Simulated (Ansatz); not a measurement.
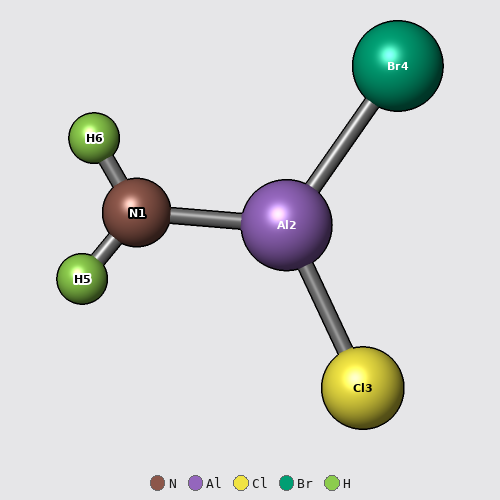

The system is AlBrClH2N, SMILES [NH2][Al]([Cl])[Br]; the picture shows the reference structure. The first coordinate is: umbrella angle at Al2 (between each of its bonds and their common axis; 90 is planar); the second: change of the bonds Al2–N1, Al2–Cl3, Al2–Br4, all alike. Nothing is relaxed (all other coordinates rigid). The grid has 15 × 15 points; 120 points were computed and 105 follow by symmetry. Points are written as (first, second). All energies are given in eV relative to the relaxed molecule at the same level. Method: Ansatz, RHF/def2-TZVP.

Its coordinates:

```xyz
6

N    -0.0599    1.0297   -0.0519
Al    0.0782   -0.7023    0.0495
Cl    1.4059   -1.5623    1.4091
Br   -1.1731   -2.0124   -1.2834
H     0.4596    1.6707    0.5037
H    -0.6684    1.5125   -0.6731
```

Range: umbrella angle at Al2 (between each of its bonds and their common axis; 90 is planar) from 66.0 to 114.0°; change of the bonds Al2–N1, Al2–Cl3, Al2–Br4, all alike from −0.223 to 0.344 Å.

### Predict the map.

The lowest grid point is at (90.0°, 0.020 Å), 0.013 eV from the relaxed molecule at the same level. No other kind of well shows on this grid. The highest grid point, (66.0°, −0.223 Å), lies 4.36 eV above the lowest. Round the minimum the two coordinates are nearly uncoupled.

```
second ↓, first →  66.0  69.4  72.9  76.3  79.7  83.1  86.6  90.0  93.4  96.9  100.3  103.7  107.1  110.6  114.0
            0.344  3.64  3.34  3.08  2.88  2.73  2.62  2.55  2.53  2.55  2.62   2.73   2.88   3.08   3.34   3.64
            0.304  3.23  2.91  2.65  2.44  2.28  2.17  2.10  2.08  2.10  2.17   2.28   2.44   2.65   2.91   3.23
            0.263  2.83  2.50  2.23  2.01  1.85  1.73  1.66  1.64  1.66  1.73   1.85   2.01   2.23   2.50   2.83
            0.223  2.48  2.14  1.85  1.63  1.46  1.33  1.26  1.24  1.26  1.33   1.46   1.63   1.85   2.14   2.48
            0.182  2.16  1.80  1.50  1.27  1.10  0.97  0.89  0.87  0.89  0.97   1.10   1.27   1.50   1.80   2.16
            0.142  1.90  1.53  1.22  0.98  0.79  0.66  0.58  0.56  0.58  0.66   0.79   0.98   1.22   1.53   1.90
            0.101  1.69  1.30  0.98  0.73  0.54  0.41  0.32  0.30  0.32  0.41   0.54   0.73   0.98   1.30   1.69
            0.061  1.57  1.16  0.82  0.56  0.37  0.23  0.14  0.11  0.14  0.23   0.37   0.56   0.82   1.16   1.57
            0.020  1.53  1.10  0.75  0.48  0.27  0.13  0.04  0.01  0.04  0.13   0.27   0.48   0.75   1.10   1.53
           −0.020  1.60  1.15  0.78  0.50  0.29  0.13  0.04  0.01  0.04  0.13   0.29   0.50   0.78   1.15   1.60
           −0.061  1.79  1.33  0.94  0.64  0.42  0.26  0.17  0.14  0.17  0.26   0.42   0.64   0.94   1.33   1.79
           −0.101  2.14  1.64  1.23  0.93  0.69  0.53  0.43  0.40  0.43  0.53   0.69   0.93   1.23   1.64   2.14
           −0.142  2.67  2.14  1.71  1.39  1.14  0.97  0.87  0.84  0.87  0.97   1.14   1.39   1.71   2.14   2.67
           −0.182  3.39  2.83  2.38  2.04  1.78  1.60  1.49  1.46  1.49  1.60   1.78   2.04   2.38   2.83   3.39
           −0.223  4.38  3.79  3.31  2.95  2.68  2.49  2.37  2.34  2.37  2.49   2.68   2.95   3.31   3.79   4.38
```

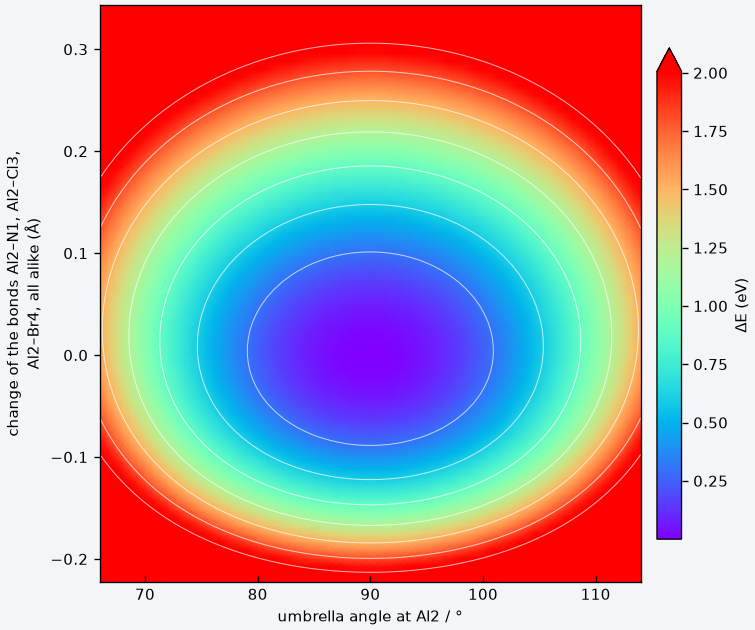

Drawn: a smooth colour map with a few white contour lines, one colour for all values above the top of the scale. Between grid points the surface is interpolated.

Each point was launched as `ansatz run input.yaml --threads 1 --pin off --max-ram 2560MiB --backend cpu --events-out ev --progress --plain --runs-dir out`. Time for the 120 points that were run: 24 min on 1 thread of Arm Neoverse N1, on a shared host.
